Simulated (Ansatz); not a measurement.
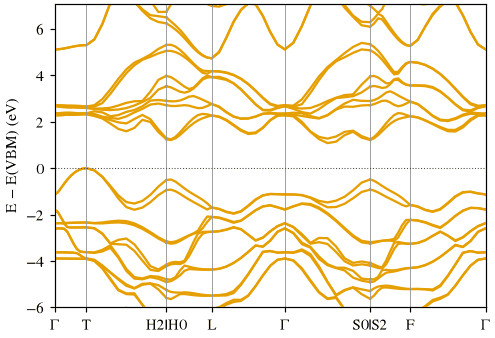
Figure. Band structure from r²SCAN+D4 with spin–orbit coupling (plane waves, PAW; program Ansatz)

**Question.** Read off the gap and where the band edges lie.

**Answer.** About 1.1 eV (1.07 eV by a search for the band edges); maximum at T, minimum on the Γ–S0 line, 53 % of the way from Γ.

The material is WS$_{2}$ in space group R3m (No. 160; W on 3a, S on 3a, S on 3a).

The workflow started from a Materials Project entry (that database holds measured and hypothetical structures alike); the Crystallography Open Database files this formula in space group No. 160, but the cells were not matched. It is not the phase usual at ambient conditions (space group No. 194). The cell was relaxed with r²SCAN+D4 under the symmetry of its start; its stability against distortions is not shown here. The run is not spin-polarised.

Potentials: the earlier of the program's two PAW sets. The files were generated under PBE; for other functionals the program regenerates the frozen cores, and for LDA and PBEsol the local potential too.
